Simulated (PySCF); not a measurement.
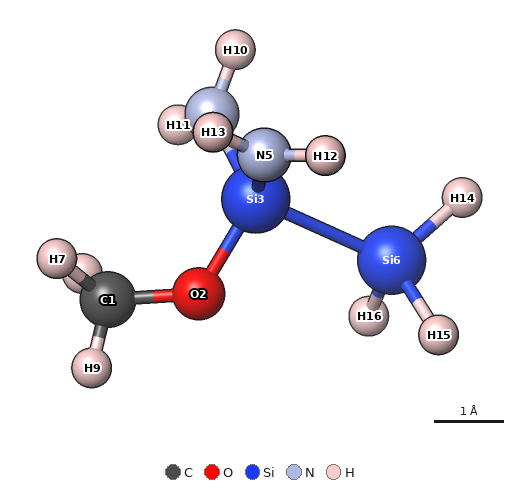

Figure 1. The structure (ball-and-stick view, seen at a tilt; atoms are numbered from 1 in the order of the input). Bond lengths as drawn: C–H 1.03 to 1.22 Å, C–O 1.34 Å, H–N 0.98 to 1.04 Å, H–Si 1.47 to 1.52 Å, N–Si 1.75 to 1.77 Å, O–Si 1.63 Å and Si–Si 2.33 Å.

NMR shielding calculation of CH10N2OSi2

- system: CH10N2OSi2
- method: GIAO PBE0/pcSseg-1 NMR shielding, non-relativistic, gas phase (PySCF 2.14.0)

The geometry comes from this level: GFN2-xTB, MD frame at 1000 fs, 600 K. It belongs to a series of runs on one base structure; here: MD frame at 1000 fs, 600 K. Figures and captions count atoms from 1; the log counts them from 0 in places.

What the program printed:
```
coarse grid: 13744 points
cycle   1  E = -807.1873907809  dE =  5.075e-01  |g| = 7.865e-01  |ddm| = 3.499e+00
cycle   2  E = -807.0673099091  dE =  1.201e-01  |g| = 1.120e+00  |ddm| = 1.499e+00
cycle   3  E = -807.3050960114  dE = -2.378e-01  |g| = 9.393e-02  |ddm| = 9.943e-01
cycle   4  E = -807.3062220127  dE = -1.126e-03  |g| = 4.999e-02  |ddm| = 8.980e-02
cycle   5  E = -807.3066972806  dE = -4.753e-04  |g| = 7.918e-03  |ddm| = 4.335e-02
cycle   6  E = -807.3067117576  dE = -1.448e-05  |g| = 1.364e-03  |ddm| = 9.894e-03
cycle   7  E = -807.3067121697  dE = -4.121e-07  |g| = 3.148e-04  |ddm| = 1.760e-03
final grid: 121976 points
cycle   8  E = -807.3441881394  dE = -2.420e-05  |g| = 1.075e-02  |ddm| = 1.891e-02
cycle   9  E = -807.3441636489  dE =  2.449e-05  |g| = 1.573e-02  |ddm| = 1.728e-02
cycle  10  E = -807.3442096147  dE = -4.597e-05  |g| = 1.173e-03  |ddm| = 1.077e-02
cycle  11  E = -807.3442099170  dE = -3.022e-07  |g| = 2.180e-04  |ddm| = 1.209e-03
cycle  12  E = -807.3442099261  dE = -9.077e-09  |g| = 7.982e-05  |ddm| = 2.357e-04
cycle  13  E = -807.3442099272  dE = -1.171e-09  |g| = 2.314e-05  |ddm| = 6.978e-05
cycle  14  E = -807.3442099273  dE = -1.110e-10  |g| = 4.850e-06  |ddm| = 2.194e-05
```

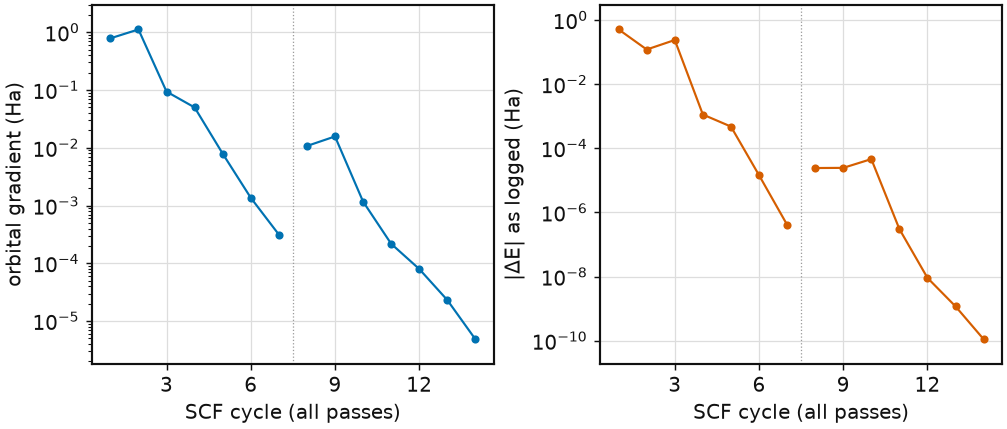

Figure 2. Convergence of the self-consistent field: orbital gradient and size of the energy change against the SCF cycle. The dotted line marks the change from a coarse to the final integration grid. The first 7 cycles use a coarse grid, the final grid takes over at cycle 8, and the field converges after 14 cycles in all.

```
converged SCF energy = -807.3442099273

GIAO shielding tensors (ppm)
atom      isotropic    diamagn.    paramagn.     s11        s22        s33       span
  0 C      140.306     239.378     -99.072    108.536    126.471    185.912     77.376
  1 O      296.165     402.181    -106.017    228.664    324.396    335.434    106.770
  2 Si     381.606     880.764    -499.158    360.172    385.838    398.807     38.636
  3 N      238.450     321.393     -82.943    207.549    244.438    263.363     55.813
  4 N      225.439     317.306     -91.867    200.477    212.775    263.064     62.586
  5 Si     473.600     883.296    -409.697    451.305    462.119    507.375     56.070
  6 H       26.271      24.039       2.231     22.062     23.972     32.777     10.715
  7 H       28.947      31.417      -2.470     24.451     26.473     35.917     11.466
  8 H       29.112      29.784      -0.672     24.012     26.307     37.017     13.005
  9 H       31.150      30.278       0.872     24.460     27.007     41.983     17.522
 10 H       31.398      35.389      -3.991     24.430     27.138     42.626     18.197
 11 H       29.572      28.602       0.970     23.072     25.948     39.696     16.623
 12 H       29.826      27.541       2.286     23.039     25.224     41.216     18.177
 13 H       28.795      30.980      -2.185     25.328     26.335     34.722      9.394
 14 H       27.787      30.223      -2.436     24.614     25.554     33.192      8.578
 15 H       28.555      32.821      -4.266     25.310     27.188     33.166      7.856
```

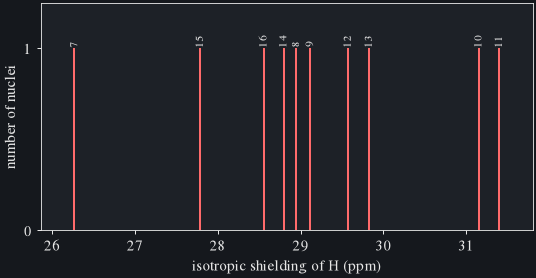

Figure 3. Isotropic shieldings of the hydrogen nuclei in this fixed geometry, labelled by atom number; shielding grows to the right, so chemical shift grows to the left. The least shielded is H7 (26.3 ppm), the most shielded H11 (31.4 ppm).

This output came from the following input.

The input:
```
{"job": {"kind": "nmr", "xc": "PBE0", "basis": "pcSseg-1", "pop": false}, "charge": 0, "multiplicity": 1}
C      0.793000     1.220000     2.362900
O     -0.204100     0.871400     1.536400
Si    -1.034800    -0.526100     1.614400
N      0.038000    -1.883400     1.993100
N     -2.398700    -0.537400     2.707800
Si    -1.641200    -0.508000    -0.631600
H      0.659900     1.140400     3.568100
H      1.666600     0.634300     2.282400
H      1.029900     2.198400     2.140200
H     -0.362900    -2.785100     2.196200
H      1.003800    -1.928500     1.814100
H     -3.382800    -0.554400     2.366300
H     -2.388900    -0.430800     3.719500
H     -2.076200    -1.766000    -1.246700
H     -2.554800     0.598900    -1.135600
H     -0.449500    -0.123200    -1.398300
```

The first line tells a small driver script what to run in PySCF; the rest is the geometry in Å.

Launch command:
```bash
OMP_NUM_THREADS=1 python <driver script> task.json out
```

Summary:

- outcome: converged
- total energy: −807.344210 hartree
- HOMO: −7.03 eV
- LUMO: 0.56 eV
- dipole moment: 3.03 D
- isotropic shielding, C: 140.3 ppm
- isotropic shielding, O: 296.2 ppm
- isotropic shielding, Si: 381.6 to 473.6 ppm
- isotropic shielding, N: 225.4 to 238.5 ppm
- isotropic shielding, H: 26.3 to 31.4 ppm
- hardware: 1 CPU thread, shared host
- wall time: 15 s
- peak memory: 0.76 GiB
